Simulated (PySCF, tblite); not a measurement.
**C₆H₁₀ClNSi₂: geometry, infrared bands and NMR shifts**

Aim: predict the infrared bands and NMR shifts of C₆H₁₀ClNSi₂ (`ClC[SiH2][SiH2]c1ccccn1`).

Programs: tblite 0.8.0 and PySCF 2.14.0, with density-fitted response routines of our own. Each step states its level of theory. These are calculated values for one molecule in the gas phase, unless marked as measured. Atoms are numbered from 0 throughout.

### Step 1. The molecule as given

20 atoms, charge 0, multiplicity 1; geometry from: force field or distance geometry start.

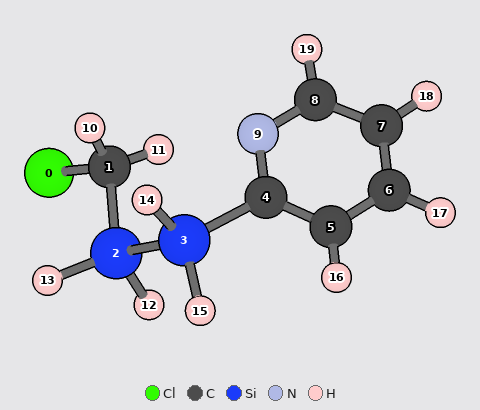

As it starts; chlorine green, carbon dark grey, silicon blue, nitrogen light blue, hydrogen pink, atoms numbered; sticks join atoms by distance.

### Step 2. Geometry optimisation with GFN2-xTB

What the job is given:

```
{"job": {"kind": "relax", "xc": "GFN2-xTB", "basis": "xTB"}, "charge": 0, "multiplicity": 1}
Cl     4.001200     2.102900     0.458800
C      2.587400     1.168200    -0.124900
Si     2.494400    -0.407500     0.843400
Si     0.816800    -1.688700    -0.103800
C     -0.717800    -0.652100    -0.192700
C     -1.916000    -1.010500     0.421100
C     -3.014900    -0.167500     0.290900
C     -2.898700     1.001600    -0.445700
C     -1.681300     1.278400    -1.038100
N     -0.598900     0.489100    -0.925400
H      2.735000     0.990300    -1.187000
H      1.705600     1.791600     0.016300
H      2.173000    -0.146400     2.288100
H      3.771200    -1.167800     0.789400
H      1.226800    -2.169400    -1.442700
H      0.559600    -2.896900     0.764400
H     -1.996400    -1.922400     1.005500
H     -3.958700    -0.434800     0.770700
H     -3.749000     1.670300    -0.563800
H     -1.544400     2.182300    -1.627400
```

On the command line:

```console
> OMP_NUM_THREADS=1 python probes_run.py task.json out
```

This one command runs all jobs of the session in turn.

**Question.** This job is followed by: GFN2-xTB harmonic vibrations, gas phase; GIAO PBE0/pcSseg-1 NMR shielding, non-relativistic, gas phase. Predict these results of the whole session: strongest single infrared mode (GFN2-xTB); zero-point energy (GFN2-xTB); ¹³C shifts against TMS (PBE0/pcSseg-1); ¹H shifts against TMS (PBE0/pcSseg-1, means over atoms taken as alike); ³⁵Cl shifts against HCl (PBE0/pcSseg-1); ²⁹Si shifts against TMS (PBE0/pcSseg-1); ¹⁵N shifts against NH3 (PBE0/pcSseg-1); surface potential, least and greatest.

As calculated:

| quantity | value |
| --- | --- |
| strongest single infrared mode (GFN2-xTB) | 648 cm⁻¹, 761 km/mol |
| zero-point energy (GFN2-xTB) | 85.3 kcal/mol |
| ¹³C shifts against TMS (PBE0/pcSseg-1) | 168.8, 155.0, 140.3, 136.8, 128.5, 31.5 ppm |
| ¹H shifts against TMS (PBE0/pcSseg-1, means over atoms taken as alike) | 8.95, 7.90, 7.85, 7.42, 4.75, 4.21, 3.46 ppm |
| ³⁵Cl shifts against HCl (PBE0/pcSseg-1) | 52 ppm |
| ²⁹Si shifts against TMS (PBE0/pcSseg-1) | -66.7, -72.5 ppm |
| ¹⁵N shifts against NH3 (PBE0/pcSseg-1) | 376.2 ppm |
| surface potential, least and greatest | -0.95 V and 1.23 V |

Over 220 steps the energy fell by 0.225 eV; of the close pairs, C1–Si2 changed most, 1.852 to 1.915 Å. The lowest mode is slightly imaginary (11i cm⁻¹), a soft motion within the noise of the Hessian, so the minimum is not strictly shown. The strongest single mode, at 648 cm⁻¹, is spread over many atoms; the largest shares are those of H14, H15. Unscaled tight-binding wavenumbers are off by several per cent, some by more. Its intensities can rank the bands wrongly. At PBE0/pcSseg-1: The largest span, 707 ppm, is at N9, where the paramagnetic term is -442 ppm. NICS(1)zz of -28 ppm above the planar ring from C4 marks a diatropic (aromatic) ring current. By nearest atom (PBE0/pcSseg-1), the HOMO sits on N9 54 %; C4 10 % and the LUMO on C4 24 %; N9 18 %.
